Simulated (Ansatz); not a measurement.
## Run report: C3FN3Si, geometry relaxation

C3FN3Si, computed with RKS PBE0-D4/def2-TZVP (Ansatz 0.2.0).

The geometry: PBE-D4/def2-SVP start. Figures and captions count atoms from 1; the log counts them from 0 in places.

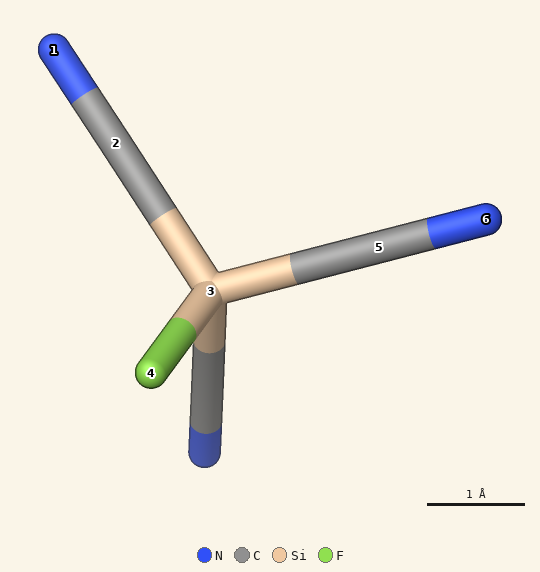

The input geometry (stick view, seen at a tilt; atoms are numbered from 1 in the order of the input).

**The input**
```yaml
crystal:
  periodic: [false, false, false]
  atoms:
    - {symbol: N, position_ang: [2.326636, 0.028273, 1.746814]}
    - {symbol: C, position_ang: [1.487323, 0.041836, 0.927577]}
    - {symbol: Si, position_ang: [0.177903, 0.061187, -0.362888]}
    - {symbol: F, position_ang: [0.853135, 0.333383, -1.807936]}
    - {symbol: C, position_ang: [-1.033833, 1.394033, 0.005456]}
    - {symbol: N, position_ang: [-1.804350, 2.247298, 0.238032]}
    - {symbol: C, position_ang: [-0.683294, -1.563143, -0.390368]}
    - {symbol: N, position_ang: [-1.231520, -2.599867, -0.412488]}
basis:
  gaussian: {orbitals: def2-TZVP}
hamiltonian: {xc: pbe0, dispersion: d4}
relax: {f_tol: 0.005, max_steps: 150}
```

Hardware: 4 threads of Arm Neoverse V2, 23 GiB of memory available, shared host.

Launch command:
```bash
ansatz run in.yaml --threads 4 --pin off --events-out ev --progress --plain --max-ram 10444MiB
```

**The program's output**
```
Functional definition: PBE0
  name "PBE0"
  cite "Adamo & Barone, J. Chem. Phys. 110, 6158 (1999) doi:10.1063/1.478522"
  cite "Perdew, Burke & Ernzerhof, Phys. Rev. Lett. 77, 3865 (1996) doi:10.1103/PhysRevLett.77.3865"
  parent pbe
  parameter a = 0.25
  parameter kappa = 0.804
  parameter beta = 0.06672455060314922
  exchange = (1 - a)*pbe_x(kappa = kappa, mu = beta*pi^2/3) + a*exact_x
  correlation = pbe_c(beta = beta)
1429 factors; their error is unknown
mean field evaluation 1: about -18154.8140 eV, gradient 7.2e1 eV
mean field evaluation 2: about -18120.6293 eV, gradient 1.4e2 eV
mean field evaluation 4: about -18164.6606 eV, gradient 7.7e0 eV
mean field evaluation 8: about -18164.7512 eV, gradient 1.5e-1 eV
mean field evaluation 16: about -18164.8245 eV, gradient 3.6e-4 eV
mean field -18164.82454477 eV, -667.5449894602 hartree, gradient 3.4e-5 eV, S^2 0.000000; 0 other end points of the search recorded, 0 dependent functions left out
the calculation of the forces begins
reference -18164.82457380 eV, -667.5449905269 hartree; 31, 31 occupied and 223, 223 virtual orbitals, 1429 factors
relax step   1: F+E_penalty+E_count = -18165.02403670 eV  Δ(F+E_penalty+E_count) = +0.000e0 eV  max|allowed force component| = 2.256e0 eV/Å  Δτ_max = 0.0000 Å  (31 SCF iters, accepted)
these checks for a lower state are left out or cut short: starts, cluster_reference, orbital_swaps, neighbouring_geometries, increment
1429 factors; their error is unknown
mean field -18164.94843782 eV, -667.5495424457 hartree, gradient 2.1e-5 eV, S^2 0.000000; 0 other end points of the search recorded, 0 dependent functions left out
the calculation of the forces begins
reference -18164.94846661 eV, -667.5495435035 hartree; 31, 31 occupied and 223, 223 virtual orbitals, 1429 factors
relax step   2: F+E_penalty+E_count = -18165.14992926 eV  Δ(F+E_penalty+E_count) = -1.259e-1 eV  max|allowed force component| = 9.442e-1 eV/Å  Δτ_max = 0.0337 Å  (34 SCF iters, accepted)
these checks for a lower state are left out or cut short: starts, cluster_reference, orbital_swaps, neighbouring_geometries, increment
1429 factors; their error is unknown
mean field evaluation 32: about -18164.9647 eV, gradient 3.4e-3 eV
mean field -18164.96472581 eV, -667.5501410181 hartree, gradient 6.9e-6 eV, S^2 0.000000; 0 other end points of the search recorded, 0 dependent functions left out
the calculation of the forces begins
reference -18164.96475458 eV, -667.5501420756 hartree; 31, 31 occupied and 223, 223 virtual orbitals, 1429 factors
relax step   3: F+E_penalty+E_count = -18165.16694007 eV  Δ(F+E_penalty+E_count) = -1.701e-2 eV  max|allowed force component| = 1.728e-1 eV/Å  Δτ_max = 0.0194 Å  (35 SCF iters, accepted)
these checks for a lower state are left out or cut short: starts, cluster_reference, orbital_swaps, neighbouring_geometries, increment
1429 factors; their error is unknown
mean field -18164.96524732 eV, -667.5501601832 hartree, gradient 7.5e-6 eV, S^2 0.000000; 0 other end points of the search recorded, 0 dependent functions left out
the calculation of the forces begins
reference -18164.96527609 eV, -667.5501612405 hartree; 31, 31 occupied and 223, 223 virtual orbitals, 1429 factors
relax step   4: F+E_penalty+E_count = -18165.16759021 eV  Δ(F+E_penalty+E_count) = -6.501e-4 eV  max|allowed force component| = 1.164e-2 eV/Å  Δτ_max = 0.0059 Å  (35 SCF iters, accepted)
these checks for a lower state are left out or cut short: starts, cluster_reference, orbital_swaps, neighbouring_geometries, increment
1429 factors; their error is unknown
mean field -18164.96531012 eV, -667.5501624911 hartree, gradient 7.5e-6 eV, S^2 0.000000; 0 other end points of the search recorded, 0 dependent functions left out
the calculation of the forces begins
reference -18164.96533887 eV, -667.5501635479 hartree; 31, 31 occupied and 223, 223 virtual orbitals, 1429 factors
relax step   5: F+E_penalty+E_count = -18165.16769354 eV  Δ(F+E_penalty+E_count) = -1.033e-4 eV  max|allowed force component| = 1.089e-2 eV/Å  Δτ_max = 0.0040 Å  (35 SCF iters, accepted)
these checks for a lower state are left out or cut short: starts, cluster_reference, orbital_swaps, neighbouring_geometries, increment
1429 factors; their error is unknown
mean field -18164.96533148 eV, -667.5501632762 hartree, gradient 7.5e-6 eV, S^2 0.000000; 0 other end points of the search recorded, 0 dependent functions left out
the calculation of the forces begins
reference -18164.96536022 eV, -667.5501643324 hartree; 31, 31 occupied and 223, 223 virtual orbitals, 1429 factors
relax step   6: F+E_penalty+E_count = -18165.16775788 eV  Δ(F+E_penalty+E_count) = -6.434e-5 eV  max|allowed force component| = 5.645e-4 eV/Å  Δτ_max = 0.0054 Å  (35 SCF iters, accepted)
1429 factors; their error is unknown
mean field evaluation 64: about -18125.0615 eV, gradient 1.4e2 eV
```

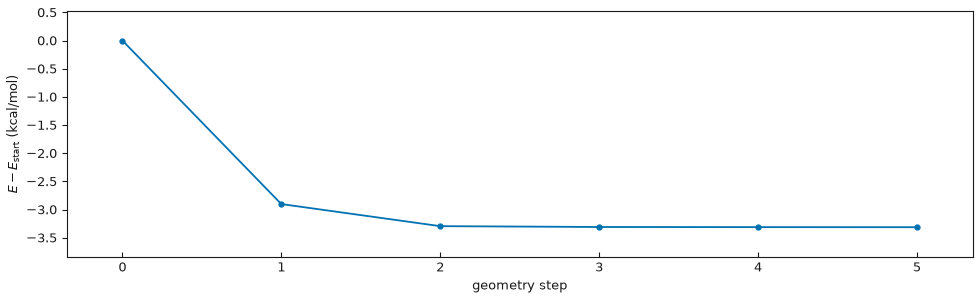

Progress of the relaxation, step by step (the first geometry is step 0 here and step 1 in the log).

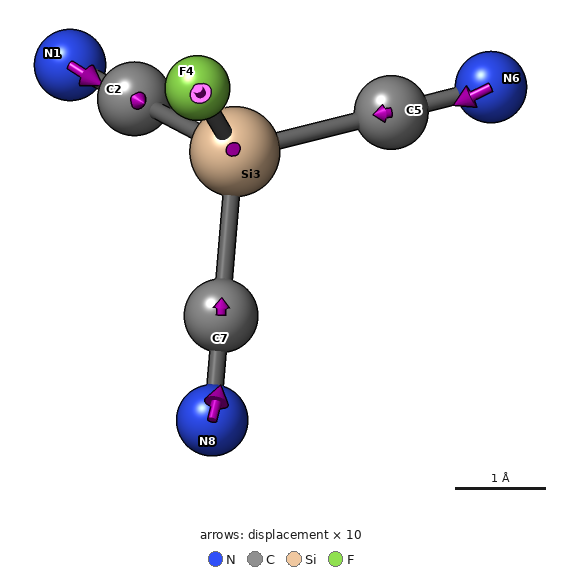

The starting structure with the displacements as pink arrows, magnified 10 times (ball-and-stick view, seen at a tilt). The two geometries are laid on each other by the best rigid fit. The energy falls by 3.31 kcal/mol in 5 geometry steps. Largest force component: 2.3 eV/Å at the start, 0.00056 eV/Å at the end. The largest moves after the best rigid fit, 0.049 Å, are those of N1 and N6. Largest moves by element: N 0.049 Å, F 0.035 Å, C 0.022 Å, Si 0.016 Å. Among the contacts that change: Si3–F4 1.618 → 1.567 Å, C5–N6 1.173 → 1.151 Å, C2–Si3 1.839 → 1.822 Å. (Atoms are counted from 1 in the order of the input.)

```
mean field -18164.96533148 eV, -667.5501632762 hartree, gradient 7.5e-6 eV, S^2 0.000000; 1 other end points of the search recorded, 0 dependent functions left out
the calculation of the forces begins
reference -18164.96536022 eV, -667.5501643324 hartree; 31, 31 occupied and 223, 223 virtual orbitals, 1429 factors
Total energy: -18165.16778663 eV, -667.5576033655 hartree
Atom 0 at     2.281348     0.027218     1.730164 Å, force    -0.000195     0.000049     0.000565 eV/Å
Atom 1 at     1.474083     0.042286     0.910016 Å, force     0.000070    -0.000187    -0.000329 eV/Å
Atom 2 at     0.184606     0.063049    -0.377571 Å, force     0.000247     0.000111    -0.000475 eV/Å
Atom 3 at     0.838385     0.328017    -1.777143 Å, force     0.000101     0.000095    -0.000354 eV/Å
Atom 4 at    -1.017671     1.379697    -0.000702 Å, force     0.000342    -0.000091     0.000034 eV/Å
Atom 5 at    -1.778937     2.206724     0.246376 Å, force    -0.000374     0.000008     0.000297 eV/Å
Atom 6 at    -0.672732    -1.544987    -0.393322 Å, force    -0.000047     0.000260    -0.000180 eV/Å
Atom 7 at    -1.217082    -2.559004    -0.393620 Å, force    -0.000146    -0.000246     0.000443 eV/Å
Dipole moment:     0.127405     0.051663    -0.272773 e Å
```

**Trajectory as extended XYZ (Å, eV, eV/Å), 6 frames, from step=1 to step=6**
```
8
Properties=species:S:1:pos:R:3:forces:R:3 step=1 energy=-18165.02404
N     2.3266    0.0283    1.7468   -1.8334   0.0281  -1.7685
C     1.4873    0.0418    0.9276    1.5444  -0.0197   1.4713
Si    0.1779    0.0612   -0.3629    0.5437   0.2117  -1.1773
F     0.8531    0.3334   -1.8079   -0.7313  -0.2914   1.5664
C    -1.0338    1.3940    0.0055   -1.3913   1.5682   0.4044
N    -1.8043    2.2473    0.2380    1.6709  -1.8627  -0.4943
C    -0.6833   -1.5631   -0.3904   -0.9907  -1.8897  -0.0640
N    -1.2315   -2.5999   -0.4125    1.1878   2.2556   0.0620
8
Properties=species:S:1:pos:R:3:forces:R:3 step=2 energy=-18165.14993
N     2.2997    0.0291    1.7268    0.0671  -0.0016   0.0821
C     1.4785    0.0420    0.9218   -0.1815   0.0019  -0.1922
Si    0.1769    0.0602   -0.3615    0.3759   0.1506  -0.8094
F     0.8433    0.3297   -1.7872   -0.4416  -0.1778   0.9442
C    -1.0269    1.3859    0.0055    0.1781  -0.1870  -0.0592
N    -1.7825    2.2218    0.2357   -0.0728   0.0712   0.0296
C    -0.6794   -1.5547   -0.3887    0.1272   0.2345  -0.0040
N    -1.2175   -2.5709   -0.4082   -0.0524  -0.0918   0.0088
8
Properties=species:S:1:pos:R:3:forces:R:3 step=3 energy=-18165.16694
N     2.2931    0.0289    1.7232    0.0481  -0.0009   0.0594
C     1.4744    0.0422    0.9153   -0.0588  -0.0021  -0.0538
Si    0.1791    0.0610   -0.3663    0.0797   0.0323  -0.1728
F     0.8351    0.3265   -1.7699   -0.0681  -0.0272   0.1452
C    -1.0215    1.3813    0.0025    0.0532  -0.0588  -0.0111
N    -1.7781    2.2157    0.2358   -0.0526   0.0512   0.0214
C    -0.6754   -1.5484   -0.3903    0.0364   0.0717   0.0051
N    -1.2147   -2.5642   -0.4063   -0.0378  -0.0661   0.0066
8
Properties=species:S:1:pos:R:3:forces:R:3 step=4 energy=-18165.16759
N     2.2891    0.0283    1.7251   -0.0081  -0.0002   0.0038
C     1.4732    0.0422    0.9136    0.0116  -0.0010   0.0020
Si    0.1816    0.0620   -0.3716    0.0016   0.0011  -0.0050
F     0.8356    0.3268   -1.7710    0.0028   0.0013  -0.0063
C    -1.0200    1.3799    0.0018   -0.0038   0.0104  -0.0018
N    -1.7781    2.2127    0.2391   -0.0004  -0.0061   0.0054
C    -0.6743   -1.5465   -0.3905   -0.0030  -0.0092  -0.0057
N    -1.2151   -2.5623   -0.4022   -0.0007   0.0037   0.0076
8
Properties=species:S:1:pos:R:3:forces:R:3 step=5 energy=-18165.16769
N     2.2858    0.0278    1.7271    0.0013   0.0000   0.0078
C     1.4737    0.0423    0.9119    0.0014  -0.0012  -0.0010
Si    0.1827    0.0624   -0.3738    0.0050   0.0021  -0.0109
F     0.8367    0.3272   -1.7733    0.0014   0.0007  -0.0033
C    -1.0190    1.3798    0.0005    0.0008   0.0013   0.0002
N    -1.7784    2.2101    0.2422   -0.0058   0.0026   0.0043
C    -0.6735   -1.5459   -0.3919   -0.0002  -0.0003  -0.0011
N    -1.2160   -2.5608   -0.3986   -0.0040  -0.0053   0.0040
8
Properties=species:S:1:pos:R:3:forces:R:3 step=6 energy=-18165.16776
N     2.2813    0.0272    1.7302   -0.0002   0.0000   0.0006
C     1.4741    0.0423    0.9100    0.0001  -0.0002  -0.0003
Si    0.1846    0.0630   -0.3776    0.0002   0.0001  -0.0005
F     0.8384    0.3280   -1.7771    0.0001   0.0001  -0.0004
C    -1.0177    1.3797   -0.0007    0.0003  -0.0001   0.0000
N    -1.7789    2.2067    0.2464   -0.0004   0.0000   0.0003
C    -0.6727   -1.5450   -0.3933    0.0000   0.0003  -0.0002
N    -1.2171   -2.5590   -0.3936   -0.0001  -0.0002   0.0004
```

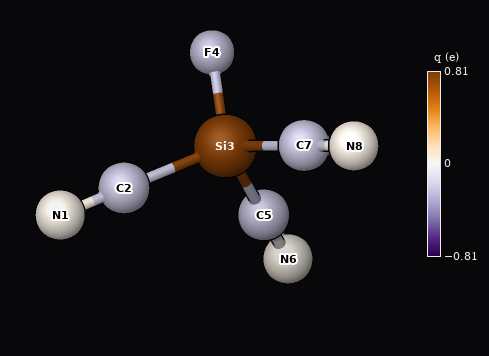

Mulliken charges, as the colour of each atom (ball-and-stick view, seen at an oblique angle; atoms are numbered from 1 in the order of the input). By element: N +0.04, C −0.22, Si +0.77 and F −0.23 e.

**Results in brief**

- outcome: converged
- total energy: −18165.1678 eV
- mean-field energy: −18164.9654 eV
- dispersion energy: −0.2024 eV
- SCF solution under orbital rotations: stable
- largest force (length of the vector) at the end: 0.001 eV/Å
- dipole moment: 1.47 D
- wall time: 30 s (CPU time 1.9 min)
- peak memory: 0.75 GiB
